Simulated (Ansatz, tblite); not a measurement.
**The cluster Ga3H5: charged states by level of theory**

Aim: the energy of removing and adding an electron for the cluster Ga3H5, by energy differences, and how well orbital energies stand in for it.

Computed with Ansatz 0.2.0, Gaussian basis. Level: as each input shows.

Plan: charge +1 doublet, at the geometry of the singlet (PBE0-D4/def2-TZVP, PBE-D4/def2-TZVP, r2SCAN-D4/def2-TZVP); charge -1 doublet, at the geometry of the singlet (PBE0-D4/def2-TZVPD, PBE-D4/def2-TZVPD, r2SCAN-D4/def2-TZVPD); charge -1 doublet, relaxed (PBE0-D4/def2-TZVPD, PBE-D4/def2-TZVPD); the starting singlet's energies come from earlier runs.

### Step 1. The geometry

The singlet was relaxed beforehand with r2SCAN-D4/def2-SVP. At that level it is the lowest of the isomers that a small search found.

8 atoms, charge 0, spin multiplicity 1.

Atoms are counted from 1 here; the program's logs count them from 0.

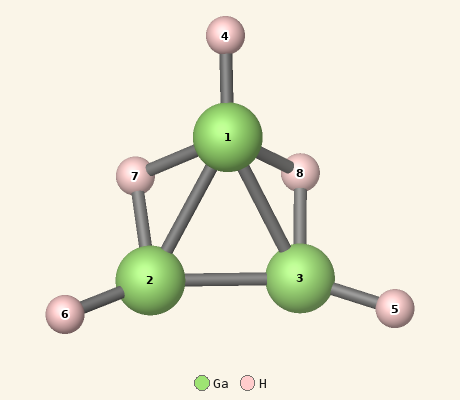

The structure; gallium green, hydrogen pink; atoms are numbered from 1 in the order of the file.

### Step 2. Charge +1 doublet at the fixed geometry, first pass, PBE0-D4/def2-SVP

The input, in.yaml:

```yaml
crystal:
  periodic: [false, false, false]
  atoms:
    - {symbol: Ga, position_ang: [-1.024113, -0.634424, 0.357157]}
    - {symbol: Ga, position_ang: [0.100771, 1.249677, -0.912877]}
    - {symbol: Ga, position_ang: [1.462127, -0.499153, -0.192547]}
    - {symbol: H, position_ang: [-2.154663, -1.102221, 1.336034]}
    - {symbol: H, position_ang: [2.483867, -1.650729, -0.368555]}
    - {symbol: H, position_ang: [-0.499157, 2.220399, -1.959952]}
    - {symbol: H, position_ang: [-0.921017, 1.183979, 0.483632]}
    - {symbol: H, position_ang: [0.552174, -0.767539, 1.257118]}
basis:
  gaussian: {orbitals: def2-SVP}
total_charge: 1
magnetization: {spin_polarized: true, initial_magnetization: 1}
hamiltonian: {xc: pbe0, dispersion: d4}
output: {orbitals: {seedname: orbitals}}
```

Started as:

```
$ ansatz run in.yaml --threads 4 --pin off --events-out ev --progress --plain --max-ram 3916MiB
```

Standard output:

```text
Functional definition: PBE0
  name "PBE0"
  cite "Adamo & Barone, J. Chem. Phys. 110, 6158 (1999) doi:10.1063/1.478522"
  cite "Perdew, Burke & Ernzerhof, Phys. Rev. Lett. 77, 3865 (1996) doi:10.1103/PhysRevLett.77.3865"
  parent pbe
  parameter a = 0.25
  parameter kappa = 0.804
  parameter beta = 0.06672455060314922
  exchange = (1 - a)*pbe_x(kappa = kappa, mu = beta*pi^2/3) + a*exact_x
  correlation = pbe_c(beta = beta)
1218 factors; integrals over basis functions are off by at most 1.3e-3 eV
mean field evaluation 1: about -157164.6373 eV, gradient 1.9e1 eV
mean field evaluation 2: about -157165.1313 eV, gradient 1.8e1 eV
mean field evaluation 4: about -157165.9131 eV, gradient 5.2e-1 eV
mean field evaluation 8: about -157165.9265 eV, gradient 6.9e-2 eV
mean field evaluation 16: about -157165.9266 eV, gradient 2.1e-4 eV
mean field -157165.92656791 eV, -5775.7412704796 hartree, gradient 5.0e-5 eV, S^2 0.756830; 0 other end points of the search recorded, 0 dependent functions left out
reference -157165.92660290 eV, -5775.7412717652 hartree; 49, 48 occupied and 72, 73 virtual orbitals, 1218 factors
Total energy: -157166.08637414 eV, -5775.7471432502 hartree
```

Wall time 3.5 s (4 threads of Arm Neoverse V2, shared host).

HOMO -12.13 eV, LUMO -9.66 eV (over both spins); ⟨S²⟩ 0.757 (pure: 0.75).

### Step 3. Charge +1 doublet at the fixed geometry, PBE0-D4/def2-TZVP

start.molden holds the orbitals of an earlier run on this state, given as this run's starting guess.

Changes to in.yaml since step 2:

```diff
@@ -12,3 +12,3 @@
 basis:
-  gaussian: {orbitals: def2-SVP}
+  gaussian: {orbitals: def2-TZVP, initial_orbitals: start.molden}
 total_charge: 1
@@ -16,2 +16,3 @@
 hamiltonian: {xc: pbe0, dispersion: d4}
+scf: {omitted_lower_state_checks: [starts]}
 output: {orbitals: {seedname: orbitals}}
```

Same command.

Standard output:

```text
Functional definition: PBE0
  name "PBE0"
  cite "Adamo & Barone, J. Chem. Phys. 110, 6158 (1999) doi:10.1063/1.478522"
  cite "Perdew, Burke & Ernzerhof, Phys. Rev. Lett. 77, 3865 (1996) doi:10.1103/PhysRevLett.77.3865"
  parent pbe
  parameter a = 0.25
  parameter kappa = 0.804
  parameter beta = 0.06672455060314922
  exchange = (1 - a)*pbe_x(kappa = kappa, mu = beta*pi^2/3) + a*exact_x
  correlation = pbe_c(beta = beta)
these checks for a lower state are left out or cut short: starts
1216 factors; integrals over basis functions are off by at most 1.0e-3 eV
mean field evaluation 1: about -157184.9539 eV, gradient 1.2e2 eV
mean field evaluation 2: about -157186.1301 eV, gradient 2.0e0 eV
mean field evaluation 4: about -157186.1740 eV, gradient 1.2e-1 eV
mean field evaluation 8: about -157186.1741 eV, gradient 2.4e-5 eV
mean field -157186.17410006 eV, -5776.4853535616 hartree, gradient 2.4e-5 eV, S^2 0.757653; 0 other end points of the search recorded, 0 dependent functions left out
reference -157186.17413672 eV, -5776.4853549089 hartree; 49, 48 occupied and 125, 126 virtual orbitals, 1216 factors
Total energy: -157186.33390796 eV, -5776.4912263939 hartree
Checks for a lower state left out: starts
```

Run time: 6 s. Hardware: 4 threads of Arm Neoverse V2, shared host; peak memory 0.63 GiB.

HOMO -12.11 eV, LUMO -9.61 eV (over both spins); ⟨S²⟩ 0.758 (pure: 0.75).

### Step 4. Charge +1 doublet at the fixed geometry, PBE-D4/def2-TZVP

Changes to in.yaml since step 3:

```diff
@@ -15,3 +15,3 @@
 magnetization: {spin_polarized: true, initial_magnetization: 1}
-hamiltonian: {xc: pbe0, dispersion: d4}
+hamiltonian: {xc: pbe, dispersion: d4}
 scf: {omitted_lower_state_checks: [starts]}
```

Same command.

Standard output:

```text
Functional definition: PBE
  name "PBE"
  cite "Perdew, Burke & Ernzerhof, Phys. Rev. Lett. 77, 3865 (1996) doi:10.1103/PhysRevLett.77.3865"
  parent pbe
  parameter kappa = 0.804
  parameter beta = 0.06672455060314922
  exchange = pbe_x(kappa = kappa, mu = beta*pi^2/3)
  correlation = pbe_c(beta = beta)
these checks for a lower state are left out or cut short: starts
1324 factors; their error is unknown
mean field evaluation 1: about -157182.7367 eV, gradient 9.5e0 eV
mean field evaluation 2: about -157182.9196 eV, gradient 2.4e-1 eV
mean field evaluation 4: about -157182.8846 eV, gradient 4.0e-3 eV
mean field -157182.88461110 eV, -5776.3644670723 hartree, gradient 1.2e-5 eV, S^2 0.753929; 0 other end points of the search recorded, 0 dependent functions left out
reference -157182.88465952 eV, -5776.3644688516 hartree; 49, 48 occupied and 125, 126 virtual orbitals, 1324 factors
Total energy: -157183.07232553 eV, -5776.3713654501 hartree
Checks for a lower state left out: starts
```

It took 3.5 s on 4 threads of Arm Neoverse V2, shared host.

Report: HOMO -11.22 eV, LUMO -10.42 eV (over both spins); ⟨S²⟩ 0.754 (pure: 0.75).

### Step 5. Charge +1 doublet at the fixed geometry, r2SCAN-D4/def2-TZVP

Changes to in.yaml since step 4:

```diff
@@ -15,3 +15,3 @@
 magnetization: {spin_polarized: true, initial_magnetization: 1}
-hamiltonian: {xc: pbe, dispersion: d4}
+hamiltonian: {xc: r2scan, dispersion: d4}
 scf: {omitted_lower_state_checks: [starts]}
```

Launched as before.

Standard output:

```text
Functional definition: r2SCAN
  name "r2SCAN"
  cite "Furness, Kaplan, Ning, Perdew & Sun, J. Phys. Chem. Lett. 11, 8208 (2020) doi:10.1021/acs.jpclett.0c02405"
  cite "Furness, Kaplan, Ning, Perdew & Sun, J. Phys. Chem. Lett. 11, 9248 (2020) doi:10.1021/acs.jpclett.0c03077"
  parent r2scan
  parameter k0 = 0.174
  parameter k1 = 0.065
  parameter a1 = 4.9479
  exchange = r2scan_x(k0 = k0, k1 = k1, a1 = a1)
  correlation = r2scan_c
these checks for a lower state are left out or cut short: starts
1324 factors; their error is unknown
mean field evaluation 1: about -157206.0805 eV, gradient 6.4e0 eV
mean field evaluation 2: about -157206.1479 eV, gradient 1.1e-1 eV
mean field evaluation 4: about -157206.1042 eV, gradient 7.9e-4 eV
mean field -157206.10418314 eV, -5777.2177706058 hartree, gradient 2.3e-5 eV, S^2 0.761578; 0 other end points of the search recorded, 0 dependent functions left out
reference -157206.10420206 eV, -5777.2177713010 hartree; 49, 48 occupied and 125, 126 virtual orbitals, 1324 factors
Total energy: -157206.14215418 eV, -5777.2191660157 hartree
Checks for a lower state left out: starts
```

It took 8.5 s on 4 threads of Arm Neoverse V2, shared host.

HOMO -11.57 eV, LUMO -10.21 eV (over both spins); ⟨S²⟩ 0.762 (pure: 0.75).

### Step 6. Vertical ionisation energy

Charged state less starting state, singlet to doublet; the starting state's energies are those of its earlier runs.

```csv
level,vertical ionisation energy (eV),time
PBE-D4/def2-TZVP,+7.92,5.5 s
r2SCAN-D4/def2-TZVP,+7.91,13 s
PBE0-D4/def2-TZVP,+7.89,8.8 s
```

Times add the two runs; a level without a time comes out of a correlated run.

Beside −ε(HOMO) of the starting state:

```csv
level,−ε(HOMO) (eV),by difference (eV),mismatch (eV)
PBE-D4/def2-TZVP,5.37,7.92,-2.55
r2SCAN-D4/def2-TZVP,5.56,7.91,-2.36
PBE0-D4/def2-TZVP,6.12,7.89,-1.77
```

### Step 7. Charge -1 doublet at the fixed geometry, first pass, PBE0-D4/def2-SVP

Changes to in.yaml since step 5:

```diff
@@ -12,7 +12,6 @@
 basis:
-  gaussian: {orbitals: def2-TZVP, initial_orbitals: start.molden}
-total_charge: 1
+  gaussian: {orbitals: def2-SVP}
+total_charge: -1
 magnetization: {spin_polarized: true, initial_magnetization: 1}
-hamiltonian: {xc: r2scan, dispersion: d4}
-scf: {omitted_lower_state_checks: [starts]}
+hamiltonian: {xc: pbe0, dispersion: d4}
 output: {orbitals: {seedname: orbitals}}
```

Same command.

Standard output:

```text
Functional definition: PBE0
  name "PBE0"
  cite "Adamo & Barone, J. Chem. Phys. 110, 6158 (1999) doi:10.1063/1.478522"
  cite "Perdew, Burke & Ernzerhof, Phys. Rev. Lett. 77, 3865 (1996) doi:10.1103/PhysRevLett.77.3865"
  parent pbe
  parameter a = 0.25
  parameter kappa = 0.804
  parameter beta = 0.06672455060314922
  exchange = (1 - a)*pbe_x(kappa = kappa, mu = beta*pi^2/3) + a*exact_x
  correlation = pbe_c(beta = beta)
1218 factors; integrals over basis functions are off by at most 1.3e-3 eV
mean field evaluation 1: about -157172.2530 eV, gradient 2.7e1 eV
mean field evaluation 2: about -157171.6420 eV, gradient 3.2e1 eV
mean field evaluation 4: about -157173.8809 eV, gradient 5.7e-1 eV
mean field evaluation 8: about -157173.8975 eV, gradient 5.5e-2 eV
mean field evaluation 16: about -157173.8977 eV, gradient 8.1e-3 eV
mean field evaluation 32: about -157173.8978 eV, gradient 6.0e-5 eV
mean field evaluation 64: about -157173.8889 eV, gradient 5.7e-1 eV
mean field -157173.89775461 eV, -5776.0342061877 hartree, gradient 7.9e-6 eV, S^2 0.763637; 5 other end points of the search recorded, 0 dependent functions left out
reference -157173.89778710 eV, -5776.0342073817 hartree; 50, 49 occupied and 71, 72 virtual orbitals, 1218 factors
Total energy: -157174.11847688 eV, -5776.0423175814 hartree
```

Wall time 12 s (4 threads of Arm Neoverse V2, shared host); peak memory 0.56 GiB.

Report: HOMO 1.48 eV, LUMO 2.89 eV (over both spins); ⟨S²⟩ 0.764 (pure: 0.75). Doubts: highest occupied level lies above zero.

### Step 8. Charge -1 doublet at the fixed geometry, PBE0-D4/def2-TZVPD

Changes to in.yaml since step 7:

```diff
@@ -12,3 +12,3 @@
 basis:
-  gaussian: {orbitals: def2-SVP}
+  gaussian: {orbitals: def2-TZVPD, initial_orbitals: start.molden}
 total_charge: -1
@@ -16,2 +16,3 @@
 hamiltonian: {xc: pbe0, dispersion: d4}
+scf: {omitted_lower_state_checks: [starts]}
 output: {orbitals: {seedname: orbitals}}
```

Launched as before.

Standard output:

```text
Functional definition: PBE0
  name "PBE0"
  cite "Adamo & Barone, J. Chem. Phys. 110, 6158 (1999) doi:10.1063/1.478522"
  cite "Perdew, Burke & Ernzerhof, Phys. Rev. Lett. 77, 3865 (1996) doi:10.1103/PhysRevLett.77.3865"
  parent pbe
  parameter a = 0.25
  parameter kappa = 0.804
  parameter beta = 0.06672455060314922
  exchange = (1 - a)*pbe_x(kappa = kappa, mu = beta*pi^2/3) + a*exact_x
  correlation = pbe_c(beta = beta)
these checks for a lower state are left out or cut short: starts
1527 factors; their error is unknown
mean field evaluation 1: about -157192.4155 eV, gradient 1.2e2 eV
mean field evaluation 2: about -157193.6720 eV, gradient 2.4e0 eV
mean field evaluation 4: about -157194.2613 eV, gradient 2.6e-1 eV
mean field evaluation 8: about -157194.2622 eV, gradient 3.6e-4 eV
mean field -157194.26222254 eV, -5776.7825865804 hartree, gradient 5.8e-6 eV, S^2 0.761859; 0 other end points of the search recorded, 0 dependent functions left out
reference -157194.26226649 eV, -5776.7825881957 hartree; 50, 49 occupied and 157, 158 virtual orbitals, 1527 factors
Total energy: -157194.48295627 eV, -5776.7906983953 hartree
Checks for a lower state left out: starts
```

It took 20 s on 4 threads of Arm Neoverse V2, shared host; peak memory 1.6 GiB.

HOMO 1.23 eV, LUMO 2.56 eV (over both spins); ⟨S²⟩ 0.762 (pure: 0.75). Doubts: highest occupied level lies above zero.

### Step 9. Charge -1 doublet at the fixed geometry, PBE-D4/def2-TZVPD

Changes to in.yaml since step 8:

```diff
@@ -15,3 +15,3 @@
 magnetization: {spin_polarized: true, initial_magnetization: 1}
-hamiltonian: {xc: pbe0, dispersion: d4}
+hamiltonian: {xc: pbe, dispersion: d4}
 scf: {omitted_lower_state_checks: [starts]}
```

Same command.

Standard output:

```text
Functional definition: PBE
  name "PBE"
  cite "Perdew, Burke & Ernzerhof, Phys. Rev. Lett. 77, 3865 (1996) doi:10.1103/PhysRevLett.77.3865"
  parent pbe
  parameter kappa = 0.804
  parameter beta = 0.06672455060314922
  exchange = pbe_x(kappa = kappa, mu = beta*pi^2/3)
  correlation = pbe_c(beta = beta)
these checks for a lower state are left out or cut short: starts
1383 factors; their error is unknown
mean field evaluation 1: about -157190.9398 eV, gradient 9.5e0 eV
mean field evaluation 2: about -157191.1211 eV, gradient 2.4e-1 eV
mean field evaluation 4: about -157191.0657 eV, gradient 4.0e-2 eV
mean field evaluation 8: about -157191.0657 eV, gradient 1.2e-5 eV
mean field -157191.06572406 eV, -5776.6651174280 hartree, gradient 6.0e-6 eV, S^2 0.755050; 0 other end points of the search recorded, 0 dependent functions left out
reference -157191.06578136 eV, -5776.6651195336 hartree; 50, 49 occupied and 157, 158 virtual orbitals, 1383 factors
Total energy: -157191.32402696 eV, -5776.6746098846 hartree
Checks for a lower state left out: starts
```

Wall time 7 s (4 threads of Arm Neoverse V2, shared host).

Report: HOMO 1.75 eV, LUMO 1.98 eV (over both spins); ⟨S²⟩ 0.755 (pure: 0.75). Doubts: highest occupied level lies above zero.

### Step 10. Charge -1 doublet at the fixed geometry, r2SCAN-D4/def2-TZVPD

Changes to in.yaml since step 9:

```diff
@@ -15,3 +15,3 @@
 magnetization: {spin_polarized: true, initial_magnetization: 1}
-hamiltonian: {xc: pbe, dispersion: d4}
+hamiltonian: {xc: r2scan, dispersion: d4}
 scf: {omitted_lower_state_checks: [starts]}
```

The command is unchanged.

Standard output:

```text
Functional definition: r2SCAN
  name "r2SCAN"
  cite "Furness, Kaplan, Ning, Perdew & Sun, J. Phys. Chem. Lett. 11, 8208 (2020) doi:10.1021/acs.jpclett.0c02405"
  cite "Furness, Kaplan, Ning, Perdew & Sun, J. Phys. Chem. Lett. 11, 9248 (2020) doi:10.1021/acs.jpclett.0c03077"
  parent r2scan
  parameter k0 = 0.174
  parameter k1 = 0.065
  parameter a1 = 4.9479
  exchange = r2scan_x(k0 = k0, k1 = k1, a1 = a1)
  correlation = r2scan_c
these checks for a lower state are left out or cut short: starts
1383 factors; their error is unknown
mean field evaluation 1: about -157214.3331 eV, gradient 6.5e0 eV
mean field evaluation 2: about -157214.4107 eV, gradient 1.3e-1 eV
mean field evaluation 4: about -157214.3466 eV, gradient 2.2e-2 eV
mean field evaluation 8: about -157214.3466 eV, gradient 2.0e-5 eV
mean field -157214.34661009 eV, -5777.5206742093 hartree, gradient 8.8e-6 eV, S^2 0.771868; 0 other end points of the search recorded, 0 dependent functions left out
reference -157214.34663786 eV, -5777.5206752298 hartree; 50, 49 occupied and 157, 158 virtual orbitals, 1383 factors
Total energy: -157214.40265384 eV, -5777.5227337792 hartree
Checks for a lower state left out: starts
```

It took 33 s on 4 threads of Arm Neoverse V2, shared host; peak memory 0.75 GiB.

Report: HOMO 1.58 eV, LUMO 2.09 eV (over both spins); ⟨S²⟩ 0.772 (pure: 0.75). Doubts: highest occupied level lies above zero.

### Step 11. Vertical electron affinity

Starting state less charged state (positive: the electron is bound), singlet to doublet; the starting state's energies are those of its earlier runs.

```csv
level,vertical electron affinity (eV),time
PBE-D4/def2-TZVPD,+0.30,10 s
r2SCAN-D4/def2-TZVPD,+0.31,39 s
PBE0-D4/def2-TZVPD,+0.22,24 s
```

Times add the two runs; a level without a time comes out of a correlated run.

Beside −ε(LUMO) of the starting state:

```csv
level,−ε(LUMO) (eV),by difference (eV),mismatch (eV)
PBE-D4/def2-TZVPD,2.33,0.30,+2.04
r2SCAN-D4/def2-TZVPD,2.16,0.31,+1.85
PBE0-D4/def2-TZVPD,1.62,0.22,+1.40
```

(Part 1 of 2 ends here.)
